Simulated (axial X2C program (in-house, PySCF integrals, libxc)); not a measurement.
**NbS: from the state search to constants**

Aim: find the lowest determinant of NbS, scan the bond at several levels and fit the constants, once spin-free and once with spin–orbit coupling.

The runs use an in-house X2C program for linear molecules on PySCF integrals; all-electron X2C, Nb dyall-cv3z, S dyall-av3z.

All values are calculated.

**1. The job**

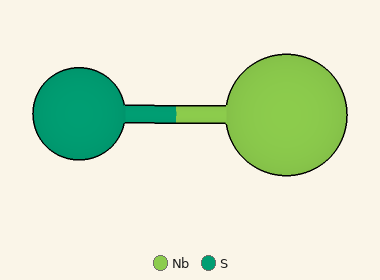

The two atoms at 2.190 Å (niobium green, sulfur teal).

File task.json:

```json
{"zs": [41, 16], "q": 0, "bas": ["dyall-cv3z", "dyall-av3z"], "levels": ["PBE0", "HF", "BHandHLYP"], "cc": true, "r0": 2.19, "thr": -1.0, "nmax": 90, "npts": 10, "nst": 2, "ntry": 6}
```

Keys: zs atomic numbers; q charge; bas basis sets; levels methods (HF also brings MP2); cc coupled cluster on or off; r0 starting distance in Å; thr threshold in hartree for freezing inner shells (an s shell follows its p shell); nmax most natural virtual spinors; npts points asked for on the curve; nst determinants followed; ntry starts of the search.

Command:

```sh
$ python so2c.py task.json out
```

Spin-free means the one-electron spin-free X2C Hamiltonian; two-component (2c) means X2C with spin–orbit coupling and atomic mean-field two-electron Coulomb and Gaunt terms. Basis: Nb dyall-cv3z contracted to [11s12p9d5f3g], S dyall-av3z contracted to [9s8p3d2f]; Gaussian nuclei, density fitting. Masses: Nb 92.906 u, S 31.972 u.

Notation: σ, π±, δ± give the projection m of an orbital's angular momentum (0, ±1, ±2), α and β its spin, Λ and M_S the sums; ω is the projection of a spinor's total angular momentum and Ω the sum. Logs are in hartree.

The results follow Hamiltonian by Hamiltonian and level by level.

**2. Which state to follow**

PBE0 moves the distance from 2.190 Å to 2.126 Å and compares determinants there.

Spin-free determinants:

```tsv
ΔE (eV)	state	open shells
0.00	M_S = 3/2, Λ = 0	beyond closed shells: σα, δ+α, δ-α
0.97	M_S = 3/2, Λ = 3	beyond closed shells: σα, π+α, δ+α
1.05	M_S = 3/2, Λ = 1	beyond closed shells: σα, π-α, δ+α
1.10	M_S = 1/2, Λ = 0	beyond closed shells: σβ, δ+α, δ-α
1.14	M_S = 1/2, Λ = 2	beyond closed shells: δ+α
1.30	M_S = 3/2, Λ = 1	beyond closed shells: π+α, δ+α, δ-α
1.62	M_S = 1/2, Λ = 1	beyond closed shells: σα, π-β, δ+α
```

Two-component determinants:

```csv
ΔE (eV),state,open shells
0.00,Ω = 3/2,"excess of +ω over −ω: ω = 1/2, ω = -3/2, ω = 5/2"
0.87,Ω = 3/2,excess of +ω over −ω: ω = 3/2
1.03,Ω = 1/2,excess of +ω over −ω: ω = 1/2
1.07,Ω = 9/2,"excess of +ω over −ω: ω = 1/2, ω = 3/2, ω = 5/2"
1.07,Ω = 5/2,excess of +ω over −ω: ω = 5/2
1.10,Ω = 1/2,"excess of +ω over −ω: ω = -1/2, ω = -3/2, ω = 5/2"
1.33,Ω = 5/2,excess of +ω over −ω: ω = 5/2
```

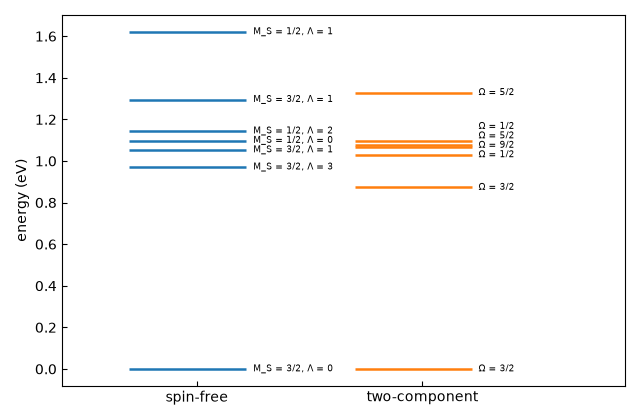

The determinants found, each set from its own lowest.

**3. PBE0, spin-free**

State followed: M_S = 3/2, Λ = 0 (beyond closed shells: σα, δ+α, δ-α). The scan is laid around 2.126 Å, a first estimate of the minimum, and this SCF restarts from the orbitals of the search.

The SCF at the reference distance of 2.126 Å:

```text
spin-free X2C-1e  PBE0
basis functions 216  fitting functions 1019  grid points 5076
iter        total energy     max residual
   1      -4218.347266799     5.14e-05
   2      -4218.347266821     5.73e-05
   3      -4218.347266841     3.78e-05
   4      -4218.347266845     3.47e-05
   5      -4218.347266860     3.84e-06
   6      -4218.347266861     1.92e-06
converged
one-electron -6148.29539639  Coulomb 1911.98011771  exact exchange -35.72457837  xc functional -109.59068844  nuclear repulsion 163.28327863
```

Along the bond, energies from the lowest point:

```csv
R (Å),E (eV),μ (D),HOMO (eV),LUMO (eV),iterations
1.850,1.5034,-3.18,-5.09,-1.81,56
1.935,0.6270,-3.66,-5.28,-1.96,46
1.998,0.2492,-4.02,-5.40,-2.10,47
2.062,0.0535,-4.37,-5.49,-2.25,40
2.126,0.0000,-4.72,-5.57,-2.40,6
2.200,0.0730,-5.10,-5.66,-2.56,35
2.275,0.2514,-5.45,-5.75,-2.71,32
2.370,0.5821,-5.83,-5.84,-2.89,33
2.487,1.0703,-6.17,-5.91,-3.08,37
```

Dipoles are positive if S is the positive end.

Outer orbitals at the reference distance:

```csv
symmetry,occupied,ε (eV),atomic character
σβ,yes,-18.12,"67% S s, 12% Nb d, 9% Nb p"
σα,yes,-17.74,"66% S s, 13% Nb d, 9% Nb p"
σα,yes,-8.25,"59% S p, 31% Nb d, 4% S s"
σβ,yes,-8.08,"69% S p, 20% Nb d, 4% Nb s"
π-β,yes,-7.52,"67% S p, 21% Nb d, 5% Nb f"
π+β,yes,-7.52,"67% S p, 21% Nb d, 5% Nb f"
π+α,yes,-7.50,"55% S p, 35% Nb d, 4% Nb f"
π-α,yes,-7.50,"55% S p, 35% Nb d, 4% Nb f"
δ-α,yes,-5.67,97% Nb d
δ+α,yes,-5.67,97% Nb d
σα,yes,-5.57,"51% Nb s, 25% Nb d, 14% S p"
π-α,no,-2.40,"50% Nb d, 26% Nb p, 17% S p"
π+α,no,-2.40,"50% Nb d, 26% Nb p, 17% S p"
σβ,no,-2.02,"62% Nb s, 16% Nb p, 7% Nb d"
σα,no,-2.00,"46% Nb p, 24% Nb d, 14% S p"
```

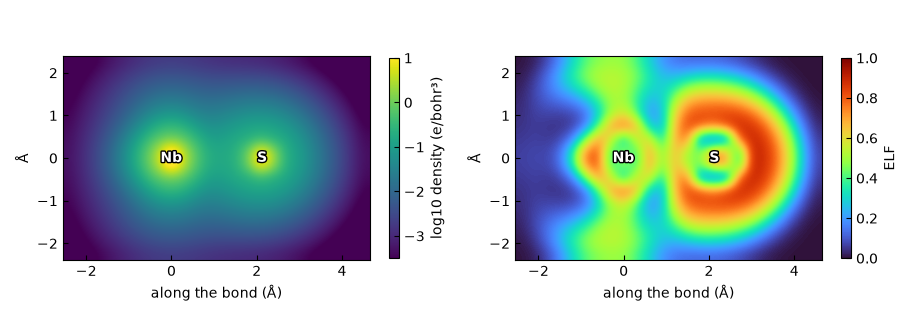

PBE0 fields in a plane through the axis, from a grid of 0.3 Å; Nb lies at z = 0 and S at z = 2.126 Å; the ELF is damped to zero where the density is low.

Re = 2.123 Å, ωe = 556 cm⁻¹, ωexe = 1.6 cm⁻¹, Be = 0.1573 cm⁻¹, De = 5.24 eV, μ = -4.70 D.

**4. HF, spin-free**

Output at 2.126 Å:

```text
spin-free X2C-1e  HF
basis functions 216  fitting functions 1019  grid points 5076
iter        total energy     max residual
   1      -4215.930313530     3.63e-01
   2      -4215.957869069     1.82e-02
   3      -4215.961360438     7.90e-02
   4      -4215.963266941     8.27e-03
   5      -4215.963530090     3.98e-03
   6      -4215.963679517     4.98e-03
   7      -4215.963734455     2.29e-03
   8      -4215.963759786     2.84e-04
   9      -4215.963765103     5.59e-04
  10      -4215.963767479     2.60e-04
  11      -4215.963769212     1.01e-04
  12      -4215.963770116     1.81e-04
  13      -4215.963770434     9.26e-05
  14      -4215.963770537     2.30e-05
  15      -4215.963770564     2.00e-05
  16      -4215.963770570     1.10e-05
  17      -4215.963770571     4.31e-06
  18      -4215.963770572     3.60e-06
  19      -4215.963770572     3.44e-06
  20      -4215.963770573     1.13e-06
converged
one-electron -6146.74831420  Coulomb 1910.49119056  exact exchange -142.98992556  xc functional 0.00000000  nuclear repulsion 163.28327863
```

No constants are quoted: the solution changes its character somewhere along the scan, so the fit is set aside.

**5. BHandHLYP, spin-free**

The SCF at the reference distance of 2.126 Å:

```text
spin-free X2C-1e  BHandHLYP
basis functions 216  fitting functions 1019  grid points 5076
iter        total energy     max residual
   1      -4218.761592846     1.17e-01
   2      -4218.762907858     1.01e-02
   3      -4218.764107804     5.49e-02
   4      -4218.764650827     3.31e-03
   5      -4218.764675615     6.71e-04
   6      -4218.764688106     1.32e-03
   7      -4218.764693747     3.39e-04
   8      -4218.764694297     1.07e-04
   9      -4218.764694417     5.00e-05
  10      -4218.764694434     1.07e-05
  11      -4218.764694438     5.11e-06
converged
one-electron -6148.02732930  Coulomb 1911.73237494  exact exchange -71.46621416  xc functional -74.28680455  nuclear repulsion 163.28327863
```

Re = 2.128 Å, ωe = 560 cm⁻¹, ωexe = 1.51 cm⁻¹, Be = 0.1565 cm⁻¹, De = 4.74 eV, μ = -5.42 D.

**6. Correlated methods, spin-free**

Correlated methods: 11 electrons correlated (frozen shells, counted by type: Nb 4 s, 3 p, 1 d; S 2 s, 1 p), 293 virtual spinors in MP2, 90 natural virtuals in coupled cluster.

Output of the correlated part at 2.126 Å:

```text
correlated 11  virtual 293  natural virtual 90  E(MP2) -0.283996348  MP2 remainder -0.011577317
iter   CCSD correlation   residual
   1     -0.268033075   1.93e-01
   2     -0.278775257   1.10e-01
   3     -0.283418702   3.96e-02
   4     -0.284229978   1.82e-02
   5     -0.284590995   8.63e-03
   6     -0.284641786   3.90e-03
   7     -0.284676898   2.03e-03
   8     -0.284705497   8.90e-04
   9     -0.284693817   4.37e-04
  10     -0.284699292   1.97e-04
  11     -0.284693816   9.08e-05
  12     -0.284694505   3.96e-05
  13     -0.284694170   1.97e-05
  14     -0.284693926   1.00e-05
  15     -0.284693893   5.24e-06
  16     -0.284693839   2.62e-06
  17     -0.284693812   1.17e-06
  18     -0.284693807   6.22e-07
(T) -0.021273124  T1 0.0533  D1 0.0929  max T2 0.067
```

T1 in the output is the amplitude norm over the root of the electron number; divide by √2 for the Lee–Taylor value.

MP2: No constants are quoted: the reference changes its character somewhere along the scan, so the fit is set aside.

CCSD: No constants are quoted: the reference changes its character somewhere along the scan, so the fit is set aside.

CCSD(T): No constants are quoted: the reference changes its character somewhere along the scan, so the fit is set aside.

**7. A higher determinant, spin-free**

State: M_S = 3/2, Λ = 3 (beyond closed shells: σα, π+α, δ+α).

Output at the reference distance:

```text
spin-free X2C-1e  PBE0
basis functions 216  fitting functions 1019  grid points 5076
iter        total energy     max residual
   1      -4218.311598674     3.30e-05
   2      -4218.311598684     2.71e-05
   3      -4218.311598685     2.83e-05
   4      -4218.311598692     9.41e-06
converged
one-electron -6147.11628229  Coulomb 1910.79494006  exact exchange -35.71800104  xc functional -109.55553405  nuclear repulsion 163.28327863
```

```csv
R (Å),E above the lowest PBE0 point (eV)
1.850,2.699
1.935,1.752
1.998,1.322
2.062,1.074
2.126,0.971
2.200,0.987
2.275,1.111
2.370,1.371
2.487,1.758
```

Re = 2.153 Å, ωe = 525 cm⁻¹, ωexe = 1.92 cm⁻¹, Be = 0.153 cm⁻¹, μ = -4.45 D. Te = 0.96 eV.

**8. The spin-free curves together**

Energy (eV) of the followed determinant, spin-free, from each level's lowest point:

```csv
R (Å),PBE0,HF (jumps),MP2 (its reference jumps),CCSD (its reference jumps),CCSD(T) (its reference jumps),BHandHLYP
1.850,1.503,1.870,1.571,n/a,n/a,1.590
1.935,0.627,0.856,0.659,0.735,0.773,0.677
1.998,0.249,0.391,0.263,0.314,0.339,0.278
2.062,0.053,0.119,0.057,0.082,0.094,0.065
2.126,0.000,0.000,0.000,0.000,0.000,0.000
2.200,0.073,0.008,0.079,0.047,0.036,0.065
2.275,0.251,0.131,0.273,0.208,0.187,0.241
2.370,0.582,0.403,0.637,0.526,0.498,0.576
2.487,1.070,0.770,1.875,n/a,n/a,1.079
```

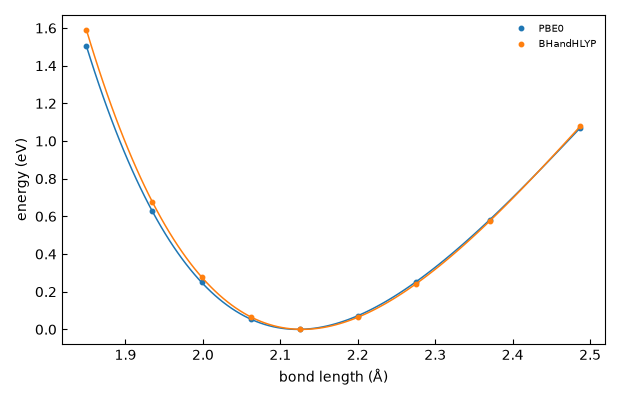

Curves of the followed state, spin-free, each from its own lowest point. Left out: HF, MP2, CCSD, CCSD(T).

**9. PBE0, 2c**

State followed: Ω = 3/2 (excess of +ω over −ω: ω = 1/2, ω = -3/2, ω = 5/2). The scan is laid around 2.126 Å, a first estimate of the minimum, and this SCF restarts from the orbitals of the search.

Output at 2.126 Å:

```text
two-component X2C + atomic mean field  PBE0
basis functions 216  fitting functions 1019  grid points 5076
iter        total energy     max residual
   1      -4216.795304136     8.83e-05
   2      -4216.795304137     5.73e-05
   3      -4216.795304137     4.10e-05
   4      -4216.795304138     1.31e-05
converged
one-electron -6144.17838778  Coulomb 1911.15662712  exact exchange -35.70909238  xc functional -109.54375864  nuclear repulsion 163.28327863  atomic mean-field constant -1.80397109
```

Along the bond, energies from the lowest point:

```csv
R (Å),E (eV),μ (D),HOMO (eV),LUMO (eV),iterations
1.850,1.5021,-3.17,-5.03,-1.81,58
1.935,0.6264,-3.66,-5.22,-1.99,58
1.998,0.2488,-4.02,-5.35,-2.14,44
2.062,0.0534,-4.37,-5.48,-2.29,38
2.126,0.0000,-4.71,-5.57,-2.43,4
2.200,0.0730,-5.09,-5.66,-2.60,35
2.275,0.2512,-5.44,-5.75,-2.75,32
2.370,0.5817,-5.83,-5.83,-2.93,33
2.487,1.0694,-6.17,-5.91,-3.11,37
```

Dipoles are positive if S is the positive end.

Outer spinors at the reference distance:

| ω | occupied | ε (eV) | atomic character | λ mixture |
| --- | --- | --- | --- | --- |
| -1/2 | yes | -18.12 | 67% S s, 12% Nb d, 10% Nb p | 100% σ |
| 1/2 | yes | -17.74 | 66% S s, 13% Nb d, 9% Nb p | 100% σ |
| 1/2 | yes | -8.25 | 59% S p, 31% Nb d, 4% S s | 100% σ |
| -1/2 | yes | -8.08 | 69% S p, 20% Nb d, 4% Nb s | 100% σ |
| 1/2 | yes | -7.55 | 67% S p, 21% Nb d, 5% Nb f | 100% π |
| -1/2 | yes | -7.53 | 55% S p, 35% Nb d, 4% Nb f | 100% π |
| -3/2 | yes | -7.49 | 67% S p, 22% Nb d, 5% Nb f | 100% π |
| 3/2 | yes | -7.48 | 55% S p, 35% Nb d, 4% Nb f | 100% π |
| -3/2 | yes | -5.73 | 97% Nb d | 100% δ |
| 5/2 | yes | -5.60 | 97% Nb d | 100% δ |
| 1/2 | yes | -5.57 | 51% Nb s, 25% Nb d, 15% S p | 100% σ |
| -1/2 | no | -2.43 | 51% Nb d, 26% Nb p, 17% S p | 100% π |
| 3/2 | no | -2.36 | 50% Nb d, 26% Nb p, 17% S p | 100% π |
| -1/2 | no | -2.02 | 62% Nb s, 16% Nb p, 7% Nb d | 100% σ |
| 1/2 | no | -2.00 | 46% Nb p, 24% Nb d, 14% S p | 100% σ |

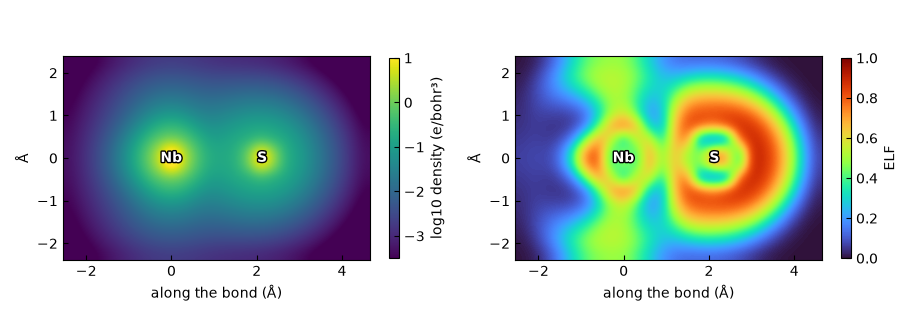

PBE0 fields in a plane through the axis, from a grid of 0.3 Å; Nb lies at z = 0 and S at z = 2.126 Å; the ELF is damped to zero where the density is low.

Re = 2.122 Å, ωe = 555 cm⁻¹, ωexe = 1.6 cm⁻¹, Be = 0.1573 cm⁻¹, De = 5.24 eV, μ = -4.69 D.

**10. HF, 2c**

The SCF at the reference distance of 2.126 Å:

```text
two-component X2C + atomic mean field  HF
basis functions 216  fitting functions 1019  grid points 5076
iter        total energy     max residual
   1      -4214.378822625     3.63e-01
   2      -4214.406378694     1.82e-02
   3      -4214.409867910     7.89e-02
   4      -4214.411778596     8.27e-03
   5      -4214.412042993     3.99e-03
   6      -4214.412193531     4.99e-03
   7      -4214.412248804     2.30e-03
   8      -4214.412274298     2.85e-04
   9      -4214.412279675     5.63e-04
  10      -4214.412282091     2.63e-04
  11      -4214.412283850     9.93e-05
  12      -4214.412284759     1.81e-04
  13      -4214.412285077     9.22e-05
  14      -4214.412285181     2.49e-05
  15      -4214.412285208     2.01e-05
  16      -4214.412285214     1.12e-05
  17      -4214.412285215     4.15e-06
  18      -4214.412285216     3.78e-06
  19      -4214.412285216     3.58e-06
  20      -4214.412285217     1.16e-06
converged
one-electron -6142.63464426  Coulomb 1909.67115686  exact exchange -142.92810536  xc functional 0.00000000  nuclear repulsion 163.28327863  atomic mean-field constant -1.80397109
```

No constants are quoted: the solution changes its character somewhere along the scan, so the fit is set aside.

**11. BHandHLYP, 2c**

The SCF at the reference distance of 2.126 Å:

```text
two-component X2C + atomic mean field  BHandHLYP
basis functions 216  fitting functions 1019  grid points 5076
iter        total energy     max residual
   1      -4217.209549581     1.17e-01
   2      -4217.210868431     1.01e-02
   3      -4217.212065002     5.50e-02
   4      -4217.212612320     3.25e-03
   5      -4217.212638031     6.95e-04
   6      -4217.212651665     1.34e-03
   7      -4217.212657742     3.43e-04
   8      -4217.212658373     1.04e-04
   9      -4217.212658525     5.49e-05
  10      -4217.212658556     1.95e-05
  11      -4217.212658569     1.35e-05
  12      -4217.212658576     1.34e-05
converged
one-electron -6143.91160874  Coulomb 1910.91018634  exact exchange -71.43525005  xc functional -74.25529367  nuclear repulsion 163.28327863  atomic mean-field constant -1.80397109
```

Re = 2.128 Å, ωe = 560 cm⁻¹, ωexe = 1.51 cm⁻¹, Be = 0.1565 cm⁻¹, De = 4.73 eV, μ = -5.41 D.

**12. MP2 and beyond, 2c**

Correlated methods: 11 electrons correlated (frozen shells, counted by type: Nb 4 s, 3 p, 1 d; S 2 s, 1 p), 293 virtual spinors in MP2, 90 natural virtuals in coupled cluster.

Output of the correlated part at 2.126 Å:

```text
correlated 11  virtual 293  natural virtual 90  E(MP2) -0.283971131  MP2 remainder -0.011576810
iter   CCSD correlation   residual
   1     -0.268033409   1.92e-01
   2     -0.278763804   1.10e-01
   3     -0.283404879   3.95e-02
   4     -0.284215310   1.82e-02
   5     -0.284576325   8.62e-03
   6     -0.284627052   3.89e-03
   7     -0.284662141   2.02e-03
   8     -0.284690598   8.85e-04
   9     -0.284679007   4.34e-04
  10     -0.284684466   1.96e-04
  11     -0.284679029   9.03e-05
  12     -0.284679716   3.94e-05
  13     -0.284679383   1.97e-05
  14     -0.284679141   1.01e-05
  15     -0.284679108   5.31e-06
  16     -0.284679055   2.68e-06
  17     -0.284679027   1.23e-06
  18     -0.284679024   6.85e-07
(T) -0.021256572  T1 0.0533  D1 0.0929  max T2 0.065
```

MP2: No constants are quoted: the reference changes its character somewhere along the scan, so the fit is set aside.

CCSD: No constants are quoted: the reference changes its character somewhere along the scan, so the fit is set aside.

CCSD(T): No constants are quoted: the reference changes its character somewhere along the scan, so the fit is set aside.

**13. A higher determinant, 2c**

State: Ω = 3/2 (excess of +ω over −ω: ω = 3/2).

Output at the reference distance:

```text
two-component X2C + atomic mean field  PBE0
basis functions 216  fitting functions 1019  grid points 5076
iter        total energy     max residual
   1      -4216.763229675     3.11e-05
   2      -4216.763229686     1.13e-05
   3      -4216.763229690     1.99e-05
converged
one-electron -6143.03890617  Coulomb 1910.00853779  exact exchange -35.70273417  xc functional -109.50943468  nuclear repulsion 163.28327863  atomic mean-field constant -1.80397109
```

```csv
R (Å),E above the lowest PBE0 point (eV)
1.850,2.251
1.935,1.483
1.998,1.224
2.062,0.976
2.126,0.873
2.200,0.890
2.275,1.014
2.370,1.274
2.487,1.663
```

No constants are quoted: the solution changes its character somewhere along the scan, so the fit is set aside.

**14. The 2c curves together**

Energy (eV) of the followed determinant, 2c, from each level's lowest point:

```csv
R (Å),PBE0,HF (jumps),MP2 (its reference jumps),CCSD (its reference jumps),CCSD(T) (its reference jumps),BHandHLYP
1.850,1.502,1.869,1.569,n/a,n/a,1.589
1.935,0.626,0.856,0.658,0.734,0.772,0.677
1.998,0.249,0.391,0.263,0.314,0.338,0.278
2.062,0.053,0.119,0.056,0.082,0.094,0.065
2.126,0.000,0.000,0.000,0.000,0.000,0.000
2.200,0.073,0.008,0.079,0.053,0.042,0.065
2.275,0.251,0.130,0.273,0.212,0.192,0.240
2.370,0.582,0.402,0.637,0.530,0.504,0.574
2.487,1.069,0.766,1.905,n/a,n/a,1.076
```

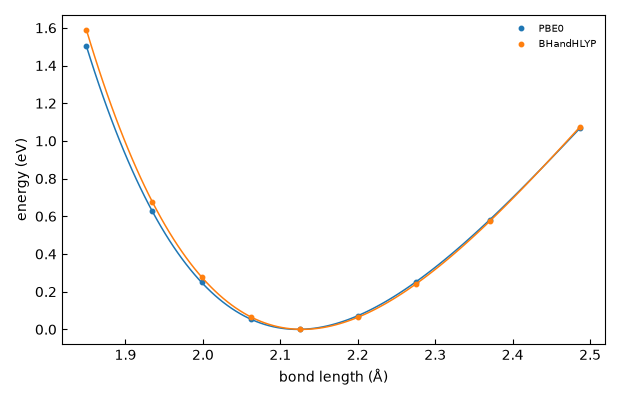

Curves of the followed state, 2c, each from its own lowest point. Left out: HF, MP2, CCSD, CCSD(T).

Time for the job: 4.8 min (1 thread of Arm Neoverse V1, shared host); peak memory 0.73 GiB.

**15. What came out**

Lowest determinant that the search found at its distance, spin-free: M_S = 3/2, Λ = 0 (beyond closed shells: σα, δ+α, δ-α).

Lowest determinant that the search found at its distance, 2c: Ω = 3/2 (excess of +ω over −ω: ω = 1/2, ω = -3/2, ω = 5/2).

| Hamiltonian | level | Re (Å) | ωe (cm⁻¹) | De (eV) | μ (D) |
| --- | --- | --- | --- | --- | --- |
| spin-free | PBE0 | 2.123 | 556 | 5.24 | -4.70 |
| spin-free | BHandHLYP | 2.128 | 560 | 4.74 | -5.42 |
| 2c | PBE0 | 2.122 | 555 | 5.24 | -4.69 |
| 2c | BHandHLYP | 2.128 | 560 | 4.73 | -5.41 |

Dipoles are positive if S is the positive end. No constants: spin-free HF (the solution changes its character somewhere along the scan, so the fit is set aside); spin-free MP2 (the reference changes its character somewhere along the scan, so the fit is set aside); spin-free CCSD (the reference changes its character somewhere along the scan, so the fit is set aside); spin-free CCSD(T) (the reference changes its character somewhere along the scan, so the fit is set aside); 2c HF (the solution changes its character somewhere along the scan, so the fit is set aside); 2c MP2 (the reference changes its character somewhere along the scan, so the fit is set aside); 2c CCSD (the reference changes its character somewhere along the scan, so the fit is set aside); 2c CCSD(T) (the reference changes its character somewhere along the scan, so the fit is set aside).

Time per point (s) on 1 thread of Arm Neoverse V1, shared host (2c runs); the times are rough: PBE0 2.5, BHandHLYP 2.7.

**Reading.** At PBE0, going from spin-free to two-component changes Re by 0 mÅ, ωe by 0.0 %, which is small (part of it comes from the scalar share of the two-electron terms). De moves by 0.00 eV; both De rest on single-determinant atoms, which can miss part of an open shell's spin–orbit lowering.

De refers to Nb + S, each in the lowest determinant found, which need not be this curve's own limit. The state is a single determinant with fixed occupations, the lowest that a limited PBE0 search found. Dissociation energies refer to the lowest single-determinant-based atoms at the same level and basis. Density functionals use the spin component along the axis (collinear). With several unpaired electrons one determinant need not be a pure state. The spin-free determinant is spin-contaminated at some levels.
